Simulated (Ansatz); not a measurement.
## NH (imidogen): methods side by side

The species is NH (2 atoms), meant as a triplet with charge 0. As SMILES, `[NH]`. The bond length is the measured one. The run starts from this shape.

```xyz
2

N     0.0000    0.0000    0.0000
H     0.0000    0.0000    1.0362
```

Quantity: the adiabatic ionisation energy (to the doublet cation, no zero-point term), in eV. The values are calculated.

```json
{"level": "UHF/cc-pVTZ", "kind": "Hartree–Fock", "program": "Ansatz", "value (eV)": "12.60"}
{"level": "UBLYP/cc-pVTZ", "kind": "GGA", "program": "Ansatz", "value (eV)": "13.41"}
{"level": "UB2PLYP/cc-pVTZ", "kind": "double hybrid", "program": "Ansatz", "value (eV)": "13.47"}
{"level": "UMP2/cc-pVTZ", "kind": "perturbation theory", "program": "Ansatz", "value (eV)": "13.61"}
```

The values span 12.60 to 13.61 eV. Spin contamination of the reference (⟨S²⟩ at least 0.1 too high) touches UHF/cc-pVTZ, UBLYP/cc-pVTZ, UB2PLYP/cc-pVTZ, UMP2/cc-pVTZ.

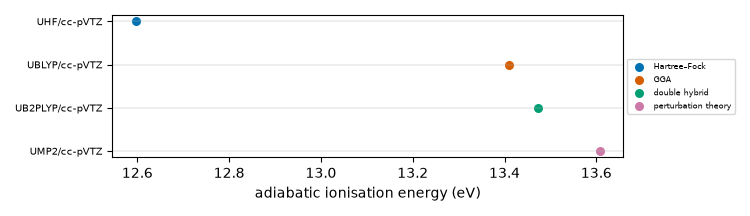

The values of the table, level by level.
